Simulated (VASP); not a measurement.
Band structure of TlF (relaxed from the NiAs type structure, space group P6_3/mmc). Method: r2SCAN meta-GGA, VASP's PBE PAW potentials (set 64) (plane waves; VASP 6.6.1).

Unless said otherwise, spin-orbit coupling is left out, though it shifts the bands of the heavy elements here.

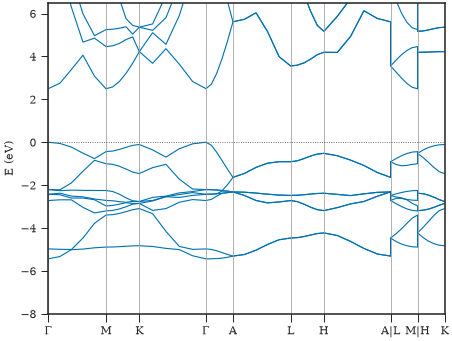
Figure. Bands along high-symmetry lines, zero at the valence-band maximum or, without a gap, the Fermi level

Problem. Read the plot: is there a gap, and where are the band edges?

Solution. The gap is indirect, 2.49 eV, from the valence maximum at Γ to the conduction minimum at M.

The structure was generated: TlF was put into the NiAs type type (P6_3/mmc), which need not be its known phase. It was relaxed first, which changed the volume by +113 %.
